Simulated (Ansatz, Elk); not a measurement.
# Ba2CaS3: X-ray structure factors from the self-consistent density

Structure refinements treat a crystal as free atoms side by side. For a made-up structure of Ba2CaS3 (cell and positions from a PBE relaxation) the runs below show what the calculated density changes in F(hkl).

Method: DFT, PBE, all-electron APW+lo, Dirac cores, scalar-relativistic bands, static density, no spin, in Elk 11.2.3 (patched build).

The structure was built from a prototype and need not be the compound's stable phase.

## 1. The starting structure

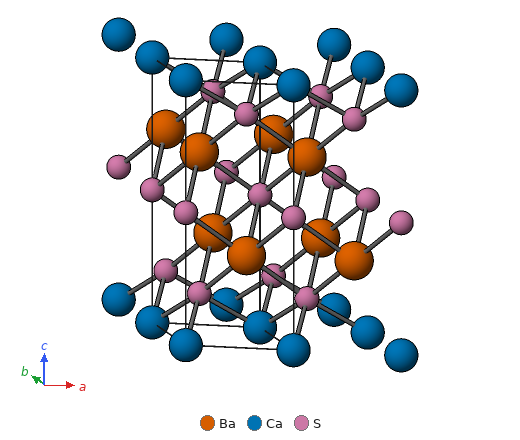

The cell as given, slightly off an axis (barium orange, calcium blue, sulfur pink). 2×2×1 cells are drawn. Bonds to atoms that aren't drawn are left out. Some periodic images of atoms are drawn too.

## 2. Ground state and structure factors

An all-electron density is needed, since X-rays see the cores too. Task 0 finds the density and task 195 Fourier-transforms it; tshift is off so that phases refer to the origin typed.

The input, elk.in:

```
tasks
  0
  195

xctype
  20

spinpol
  .false.

rgkmax
  7.0

gmaxvr
  14.0

lmaxo
  7

lmaxapw
  8

swidth
  0.002

tshift
  .false.

ramdisk
  .false.

hmaxvr
  5.5

maxscl
  120

epspot
  1e-06

sppath
  './'

avec
  8.26170336554 0.00000000000 0.00000000000
  -4.13085168277 7.15484499309 -0.00000000000
  0.00000000000 -0.00000000000 20.33555624606

atoms
  3
  'Ba.in'
  2
  0.6666666667 0.3333333333 0.3220022388   0.000000 0.000000 0.000000
  0.3333333333 0.6666666667 0.6779977612   0.000000 0.000000 0.000000
  'Ca.in'
  1
  0.0000000000 0.0000000000 -0.0000000000   0.000000 0.000000 0.000000
  'S.in'
  3
  0.0000000000 0.0000000000 0.5000000000   0.000000 0.000000 0.000000
  0.6666666667 0.3333333333 0.8558505832   0.000000 0.000000 0.000000
  0.3333333333 0.6666666667 0.1441494168   0.000000 0.000000 0.000000

ngridk
  6 6 2
```

Command:

```
$ OMP_NUM_THREADS=4 elk
```

Numbers of over 12 decimals in the logs are rounded to 6 here.

Log:

```text
┌─────────────────────────┐
│ Elk code version 11.2.3 │
└─────────────────────────┘

All units are atomic (Hartree, Bohr, etc.)

┌─────────────────────────────────────────────────┐
│ Ground-state run starting from atomic densities │
└─────────────────────────────────────────────────┘

Lattice vectors :
   8.261703366       0.000000000       0.000000000
  -4.130851683       7.154844993      -0.000000000
   0.000000000      -0.000000000       20.33555625

Reciprocal lattice vectors :
  0.7605193541      0.4390860538       0.000000000
  -0.000000000      0.8781721076       0.000000000
  -0.000000000       0.000000000      0.3089753352

Unit cell volume      :    1202.059274
Brillouin zone volume :   0.2063543944

Muffin-tin inner radius fraction :   0.1000000000E-01

Nuclei treated as point charges

Species : 1 (Ba)
 parameters loaded from : Ba.in
 name : barium
 nuclear charge    :   -56.00000000
 electronic charge :    56.00000000
 atomic mass :    250331.8071
 muffin-tin radius :    2.800000000
 number of radial points in muffin-tin :   1393
 inner part over the whole radius :   0.9950032293E-02
 number on inner part of muffin-tin    :    996
 approximate nuclear radius :   0.9171481901E-04
 number of mesh points to nuclear radius :    504
 atomic positions (lattice), magnetic fields (Cartesian) :
  1 :  -0.33333333  0.33333333  0.32200224    0.00000000  0.00000000  0.00000000
  2 :   0.33333333 -0.33333333 -0.32200224    0.00000000  0.00000000  0.00000000

Species : 2 (Ca)
 parameters loaded from : Ca.in
 name : calcium
 nuclear charge    :   -20.00000000
 electronic charge :    20.00000000
 atomic mass :    73057.72475
 muffin-tin radius :    2.400000000
 number of radial points in muffin-tin :    993
 inner part over the whole radius :   0.9970789793E-02
 number on inner part of muffin-tin    :    698
 approximate nuclear radius :   0.6614485811E-04
 number of mesh points to nuclear radius :    321
 atomic positions (lattice), magnetic fields (Cartesian) :
  1 :   0.00000000  0.00000000  0.00000000    0.00000000  0.00000000  0.00000000

Species : 3 (S)
 parameters loaded from : S.in
 name : sulphur
 nuclear charge    :   -16.00000000
 electronic charge :    16.00000000
 atomic mass :    58450.91931
 muffin-tin radius :    2.200000000
 number of radial points in muffin-tin :    793
 inner part over the whole radius :   0.9890556315E-02
 number on inner part of muffin-tin    :    554
 approximate nuclear radius :   0.6195814986E-04
 number of mesh points to nuclear radius :    251
 atomic positions (lattice), magnetic fields (Cartesian) :
  1 :   0.00000000  0.00000000  0.50000000    0.00000000  0.00000000  0.00000000
  2 :  -0.33333333  0.33333333 -0.14414942    0.00000000  0.00000000  0.00000000
  3 :   0.33333333 -0.33333333  0.14414942    0.00000000  0.00000000  0.00000000

Total number of atoms per unit cell :    6
Total muffin-tin volume :    375.6171952
 ratio of muffin-tin to unit cell volume :   0.3124780977

Spin treatment :
 spin-unpolarised

Number of Bravais lattice symmetries :   24
Number of crystal symmetries         :   12
Crystal has inversion symmetry
Real symmetric eigensolver will be used

k-point grid :      6     6     2
k-point offset :    0.000000000       0.000000000       0.000000000
k-point set is reduced with full crystal symmetry group
Total number of k-points :       14

Muffin-tin radius times maximum |G+k| :    7.000000000
 using average radius
Maximum |G+k| for APW functions       :    2.876712329
Maximum (1/2)|G+k|²                   :    4.137736911
Maximum |G| for potential and density :    14.00000000
Constant for pseudocharge density :   10
 order of it for each species :   17  17  17
 order of it for pair densities of each species (exact exchange by exxq0 0: 18) :   13   9   7
Radial integration step length :    1

G-vector grid sizes :     40    40    96
Number of G-vectors :    55795

Maximum angular momentum used for
 APW functions            :    8
 outer part of muffin-tin :    7
[...]
Madelung                    :     -22069.731486509
 xc potential                :     -682.04731622501
 exchange                    :     -501.50746475581
 correlation                 :     -8.793792
 electron entropic           :    -0.46698227711425E-11
 total energy                :     -18160.582661640

Density of states at Fermi energy :   0.5002249992E-07
 (states/Hartree/unit cell)

Estimated indirect band gap :   0.1083185924
 from k-point 1 to k-point 4
Estimated direct band gap   :   0.1185275353
 at k-point 4

Charges :
 core                        :    112.0000000
 valence                     :    68.00000000
 interstitial                :    10.42734211
 muffin-tins (core leakage)
  species : 1 (Ba)
[...]
species : 2 (Ca)
[...]
species : 3 (S)
[...]
total in muffin-tins        :    169.5726579
 total calculated charge     :    180.0000769
 total charge                :    180.0000000
 error                       :   0.7689513728E-04

RMS change in Kohn-Sham potential (target) :   0.3212683629     (  0.1000000000E-05)
Absolute change in total energy (target)   :    1.895212951     (  0.1000000000E-03)

[... loops 3 to 14 left out ...]

┌──────────────────┐
│ Loop number : 15 │
└──────────────────┘

Energies :
 Fermi                       :     0.180704
 sum of occupied eigenvalues :     -11087.275138725
 electron kinetic            :      19265.066242944
 core electron kinetic       :      18650.599827471
 Coulomb                     :     -36912.225511291
 Coulomb potential           :     -29687.750755733
 nuclear-nuclear             :     -1549.7498279042
 electron-nuclear            :     -41060.969380516
 Hartree                     :      5698.4936971294
 Madelung                    :     -22068.350133424
 xc potential                :     -664.59062593620
 exchange                    :     -501.22385643568
 correlation                 :     -8.800234
 electron entropic           :    -0.12632254395342E-10
 total energy                :     -18157.183359110

Density of states at Fermi energy :   0.1461666640E-06
 (states/Hartree/unit cell)

Estimated indirect band gap :   0.7984617703E-01
 from k-point 1 to k-point 4
Estimated direct band gap   :   0.9157758094E-01
 at k-point 4

Charges :
 core                        :    112.0000000
 valence                     :    68.00000000
 interstitial                :    10.87061790
 muffin-tins (core leakage)
  species : 1 (Ba)
[...]
species : 2 (Ca)
[...]
species : 3 (S)
[...]
total in muffin-tins        :    169.1293821
 total calculated charge     :    180.0000340
 total charge                :    180.0000000
 error                       :   0.3399134988E-04

RMS change in Kohn-Sham potential (target) :   0.1125508130E-06 (  0.1000000000E-05)
Absolute change in total energy (target)   :   0.4536741471E-04 (  0.1000000000E-03)

Convergence targets achieved

┌──────────────────┐
│ Loop number : 16 │
└──────────────────┘

Energies :
 Fermi                       :     0.180704
 sum of occupied eigenvalues :     -11087.275131233
 electron kinetic            :      19265.066245768
 core electron kinetic       :      18650.599830191
 Coulomb                     :     -36912.225510180
 Coulomb potential           :     -29687.750753951
 nuclear-nuclear             :     -1549.7498279042
 electron-nuclear            :     -41060.969379168
 Hartree                     :      5698.4936968924
 Madelung                    :     -22068.350133204
 xc potential                :     -664.59062304969
 exchange                    :     -501.22385635147
 correlation                 :     -8.800234
 electron entropic           :    -0.12632302906747E-10
 total energy                :     -18157.183355094

Density of states at Fermi energy :   0.1461672549E-06
 (states/Hartree/unit cell)

Estimated indirect band gap :   0.7984615243E-01
 from k-point 1 to k-point 4
Estimated direct band gap   :   0.9157756052E-01
 at k-point 4

Charges :
 core                        :    112.0000000
 valence                     :    68.00000000
 interstitial                :    10.87061785
 muffin-tins (core leakage)
  species : 1 (Ba)
[...]
species : 2 (Ca)
[...]
species : 3 (S)
   atom 1                    :    14.54249032     (  0.7024776858E-04)
   atom 2                    :    14.53329929     (  0.7011343368E-04)
   atom 3                    :    14.53329929     (  0.7011343368E-04)
 total in muffin-tins        :    169.1293822
 total calculated charge     :    180.0000340
 total charge                :    180.0000000
 error                       :   0.3399128886E-04

┌──────────────────────────────┐
│ Self-consistent loop stopped │
└──────────────────────────────┘

Wrote STATE.OUT
```

The job ended after 41 s (4 threads of Arm Neoverse V2, shared host; peak memory 0.3 GiB).

SFACRHO.OUT:

```text

h k l indices transformed by vhmat matrix:
   1.000000000       0.000000000       0.000000000    
   0.000000000       1.000000000       0.000000000    
   0.000000000       0.000000000       1.000000000    

      h      k      l  multipl.   |H|            Re(F)            Im(F)           |F|

      0      0      0      1   0.0000000       180.00000      0.89097959E-16   180.00000    
      0      0     -1      2  0.30897534      -24.882224      -0.0000000       24.882224    
      0      0      2      2  0.61795067      -38.600188      -0.0000000       38.600188    
      1      0      0      6  0.87817211      -32.773255      0.20852404E-13   32.773255    
      0      0     -3      2  0.92692601       73.900622     -0.13032753E-13   73.900622    
      0      1     -1      6  0.93094146       73.765513     -0.22155680E-13   73.765513    
      1     -1      1      6  0.93094146      -41.715849      0.52131011E-14   41.715849    
     -1      0      2      6   1.0738013       145.36507      0.38576948E-13   145.36507    
     -1      0     -2      6   1.0738013      -25.099434     -0.23980265E-13   25.099434    
      0      0     -4      2   1.2359013      -15.698200     -0.36491708E-14   15.698200    
     -1      1      3      6   1.2768626      -55.190209      0.41704809E-14   55.190209    
      0      1      3      6   1.2768626      -5.8427940     -0.62557213E-14   5.8427940    
     -1      0     -4      6   1.5161261       123.65872      0.54216251E-13   123.65872    
     -1      1     -4      6   1.5161261      -37.132272      0.52131011E-14   37.132272    
      1      1      0      6   1.5210387       130.16333     -0.59551115E-13   130.16333    
      0      0      5      2   1.5448767      -66.072799      0.93835820E-14   66.072799    
      1      1      1     12   1.5521033      -21.285827      0.83409618E-14   21.285827    
      1     -2      2     12   1.6417740      -33.180937     -0.62557213E-14   33.180937
```

Elk indexes on the primitive cell of elk.in and gives |H| = 4π sin θ/λ in inverse bohr. Below, one row stands for each form hkl of the conventional cell (m members, Friedel mates merged), F is for one primitive cell and the density is static (no thermal factor). Free-atom factors are Waasmaier and Kirfel's, and R is Σm||F|−|F'||/Σm|F|.

| hkl | m | sin θ/λ (Å⁻¹) | abs F, DFT | neutral atoms | diff. |
| --- | --- | --- | --- | --- | --- |
| 001 | 2 | 0.046 | 24.882 | 24.847 | +0.035 |
| 002 | 2 | 0.093 | 38.600 | 38.631 | -0.031 |
| 100 | 6 | 0.132 | 32.773 | 32.741 | +0.032 |
| 003 | 2 | 0.139 | 73.901 | 74.437 | -0.536 |
| 101 | 6 | 0.140 | 73.766 | 74.323 | -0.558 |
| 011 | 6 | 0.140 | 41.716 | 41.602 | +0.114 |
| 012 | 6 | 0.162 | 145.365 | 144.325 | +1.040 |
| 102 | 6 | 0.162 | 25.099 | 25.082 | +0.017 |
| 004 | 2 | 0.186 | 15.698 | 15.721 | -0.023 |
| 103 | 6 | 0.192 | 55.190 | 55.201 | -0.011 |
| 013 | 6 | 0.192 | 5.843 | 5.923 | -0.080 |
| 104 | 6 | 0.228 | 123.659 | 123.680 | -0.021 |
| 014 | 6 | 0.228 | 37.132 | 37.071 | +0.062 |
| 110 | 6 | 0.229 | 130.163 | 130.209 | -0.046 |
| 005 | 2 | 0.232 | 66.073 | 66.187 | -0.114 |
| 111 | 12 | 0.233 | 21.286 | 21.315 | -0.029 |
| 112 | 12 | 0.247 | 33.181 | 33.173 | +0.008 |
| 200 | 6 | 0.264 | 28.011 | 28.009 | +0.002 |
| 015 | 6 | 0.267 | 64.400 | 64.127 | +0.273 |
| 105 | 6 | 0.267 | 7.503 | 7.523 | -0.019 |
| 113 | 12 | 0.268 | 64.674 | 64.403 | +0.271 |
| 201 | 6 | 0.268 | 35.162 | 35.182 | -0.020 |

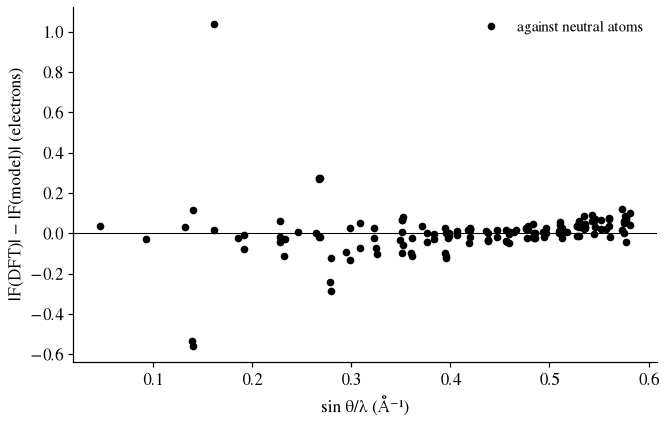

Difference between the calculated structure factors and the independent-atom ones.

## 3. The highest occupied states alone

An energy window below the Fermi level keeps the highest occupied states, to see at which angles they scatter; shallow core shells can lie inside it and anion s states outside. No new self-consistency is needed.

Changes to elk.in since step 2:

```diff
@@ -1,3 +1,2 @@
 tasks
-  0
   195
@@ -40,2 +39,5 @@
 
+wsfac
+  -0.370540 0.480700
+
 sppath
```

Command:

```
$ OMP_NUM_THREADS=4 elk
```

Log:

```text
┌─────────────────────────────────┐
│ Elk code version 11.2.3 started │
└─────────────────────────────────┘

Info(readinput): the functional depends on the density's gradient
 muffin-tin radial points multiplied by    2.00000
 (not where nrmtscf is given)

┌────────────────────┐
│ Current task : 195 │
└────────────────────┘

Info(sfacrho): density structure factors written to SFACRHO.OUT

 Energy window :  -0.3705400000      0.4807000000

┌──────────────────┐
│ Elk code stopped │
└──────────────────┘
```

Wall time 21 s (4 threads); peak memory 0.21 GiB.

States within 15 eV below the Fermi level hold 36.00 electrons; any levels below the window count with the cores. Their amplitudes can exceed the total, where window and core parts have opposite phase:

| hkl | sin θ/λ (Å⁻¹) | abs F, window | abs F, all |
| --- | --- | --- | --- |
| 001 | 0.046 | 3.273 | 24.882 |
| 002 | 0.093 | 2.985 | 38.600 |
| 100 | 0.132 | 3.296 | 32.773 |
| 003 | 0.139 | 3.381 | 73.901 |
| 101 | 0.140 | 3.767 | 73.766 |
| 011 | 0.140 | 4.366 | 41.716 |
| 012 | 0.162 | 13.578 | 145.365 |
| 102 | 0.162 | 3.047 | 25.099 |
| 004 | 0.186 | 2.438 | 15.698 |
| 103 | 0.192 | 3.828 | 55.190 |

## 4. Another functional

The difference from free atoms is small, so it is set against the change that LDA (Perdew-Wang) makes.

Changes to elk.in since step 3:

```diff
@@ -1,2 +1,3 @@
 tasks
+  0
   195
@@ -4,3 +5,3 @@
 xctype
-  20
+  3
 
@@ -39,5 +40,2 @@
 
-wsfac
-  -0.370540 0.480700
-
 sppath
```

Command:

```
$ OMP_NUM_THREADS=4 elk
```

Log:

```text
┌─────────────────────────┐
│ Elk code version 11.2.3 │
└─────────────────────────┘

All units are atomic (Hartree, Bohr, etc.)

┌─────────────────────────────────────────────────┐
│ Ground-state run starting from atomic densities │
└─────────────────────────────────────────────────┘

Lattice vectors :
   8.261703366       0.000000000       0.000000000
  -4.130851683       7.154844993      -0.000000000
   0.000000000      -0.000000000       20.33555625

Reciprocal lattice vectors :
  0.7605193541      0.4390860538       0.000000000
[...]
interstitial                :    10.96642248
 muffin-tins (core leakage)
  species : 1 (Ba)
[...]
species : 2 (Ca)
[...]
species : 3 (S)
[...]
atom 2                    :    14.50070456     (  0.6353056713E-04)
   atom 3                    :    14.50070456     (  0.6353056713E-04)
 total in muffin-tins        :    169.0335775
 total calculated charge     :    180.0000504
 total charge                :    180.0000000
 error                       :   0.5037925345E-04

┌──────────────────────────────┐
│ Self-consistent loop stopped │
└──────────────────────────────┘

Wrote STATE.OUT
[key lines of the parts left out:]
total energy                :     -18139.496334957
```

Elapsed: 26 s, on 4 threads; peak memory 0.23 GiB; 58 s of CPU time.

Against the first run R = 0.04 %; the largest change is -0.092 at 012.

## 5. A coarser k-mesh

About half the k-points along each axis test the sampling.

Changes to elk.in since step 4:

```diff
@@ -5,3 +5,3 @@
 xctype
-  3
+  20
 
@@ -64,2 +64,2 @@
 ngridk
-  6 6 2
+  3 3 1
```

Command:

```
$ OMP_NUM_THREADS=4 elk
```

Log:

```text
┌─────────────────────────┐
│ Elk code version 11.2.3 │
└─────────────────────────┘

All units are atomic (Hartree, Bohr, etc.)

┌─────────────────────────────────────────────────┐
│ Ground-state run starting from atomic densities │
└─────────────────────────────────────────────────┘

Lattice vectors :
   8.261703366       0.000000000       0.000000000
  -4.130851683       7.154844993      -0.000000000
   0.000000000      -0.000000000       20.33555625

Reciprocal lattice vectors :
  0.7605193541      0.4390860538       0.000000000
[...]
interstitial                :    10.86437361
 muffin-tins (core leakage)
  species : 1 (Ba)
[...]
species : 2 (Ca)
[...]
species : 3 (S)
[...]
atom 2                    :    14.53555959     (  0.7013464588E-04)
   atom 3                    :    14.53555959     (  0.7013464588E-04)
 total in muffin-tins        :    169.1356264
 total calculated charge     :    180.0001162
 total charge                :    180.0000000
 error                       :   0.1161621831E-03

┌──────────────────────────────┐
│ Self-consistent loop stopped │
└──────────────────────────────┘

Wrote STATE.OUT
[key lines of the parts left out:]
total energy                :     -18157.181797656
```

Elapsed: 30 s, on 4 threads; peak memory 0.35 GiB; 45 s of CPU time.

Against the first run R = 0.00 %; the largest change is +0.010 at 012.

## 6. Settings against the effect

| run | R against the first run (%) | R against neutral atoms, low angle (%) | wall time |
| --- | --- | --- | --- |
| PBE, rgkmax 7 | 0.00 | 0.30 | 41 s |
| LDA (Perdew-Wang) | 0.04 | 0.26 | 26 s |
| k-mesh 3×3×1 | 0.00 | 0.30 | 30 s |

## 7. Outcome

| Quantity | Value |
| --- | --- |
| R against neutral atoms, sin θ/λ < 0.3 Å⁻¹ | 0.30 % |
| R against neutral atoms, 0.3 to 0.58 Å⁻¹ | 0.10 % |

Independent neutral atoms miss the calculated amplitudes by R = 0.30 % below 0.3 Å⁻¹ and 0.10 % from there to 0.58 Å⁻¹; by shells, 0.47 % below 0.15 Å⁻¹ (6 forms), 0.27 % 0.15 to 0.3 (23 forms), 0.10 % 0.3 to 0.45 (45 forms), 0.09 % above 0.45 (75 forms). Bonding, aspherical density and the tables' own atoms all enter these figures, and the runs don't part them. The largest change of an amplitude is +1.04 electrons, at 012. The window's part falls from 36.0 electrons at the origin to at most 0.64 between 0.45 and 0.58 Å⁻¹. The window holds more than the 24 outer electrons of the free atoms, so shallow core shells lie inside it. Below 0.3 Å⁻¹ the changes that finished (LDA (Perdew-Wang) and k-mesh 3×3×1) move F by R = 0.04 % at most, against the 0.30 % that separates it from free atoms. The basis has no finished test. Part of the difference isn't bonding: the tables are fits to free atoms and ions calculated by other methods than this functional. Thermal motion, anomalous dispersion and extinction are left out.

[Logs are printed without paths, hosts, clocks, repeated set-up lines and the standing remarks that a program may print on its own settings, such as how far it seeks lower states.]

[Hosts, paths, dates, database ids (printed as entryN), source tags and the programs' standing remarks are cut or masked in the printed files.]
